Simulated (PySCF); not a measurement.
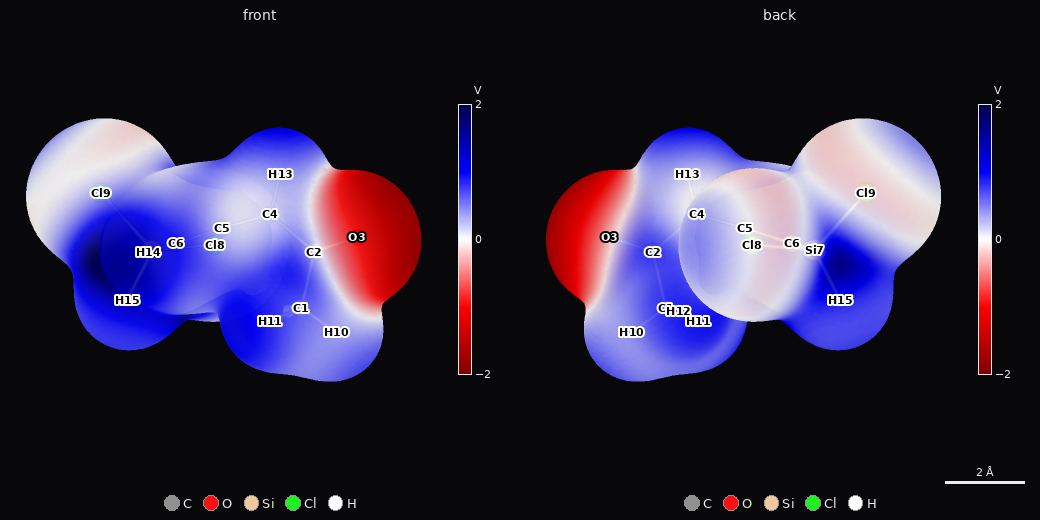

C5H6Cl2OSi. The molecular electrostatic potential painted on the density surface at 0.002 e/bohr³, seen from the front and from behind; the colour scale runs from red (negative) to blue (positive).

Geometry: GFN2-xTB.

All numbers below come from B3LYP/def2-SVPD, SCF density, gas phase (PySCF 2.14.0).

```xyz
15

C    -1.9471   -0.1696   -1.0958
C    -2.0424   -0.6167    0.3410
O    -2.9991   -1.2023    0.7892
C    -0.8660   -0.3087    1.1806
C     0.1531    0.3960    0.7779
C     1.1769    1.0411    0.3164
Si    2.6320    0.1978   -0.5493
Cl    2.1279   -1.7114   -0.9437
Cl    4.2465    0.2592    0.6562
H    -2.8703   -0.4078   -1.6171
H    -1.7612    0.9006   -1.1417
H    -1.1143   -0.6783   -1.5771
H    -0.9041   -0.7003    2.1879
H     1.2274    2.1146    0.4340
H     2.9363    0.8938   -1.7917
```

Question: Which sites attract a positive test charge, and which a negative one?

Answer: A positive charge is drawn to the negative regions and a negative charge to the positive ones. The most negative region (about −1.7 V) lies over O3, the most positive (about +1.9 V) over Si7. Cl9 shows a σ-hole: about +0.5 V at the tip opposite its bond, against about 0.0 V on its flanks. O3 is the likeliest acceptor of a hydrogen bond.

Question: What dipole moment does the calculation give?

Answer: Its dipole moment is 3.61 D.
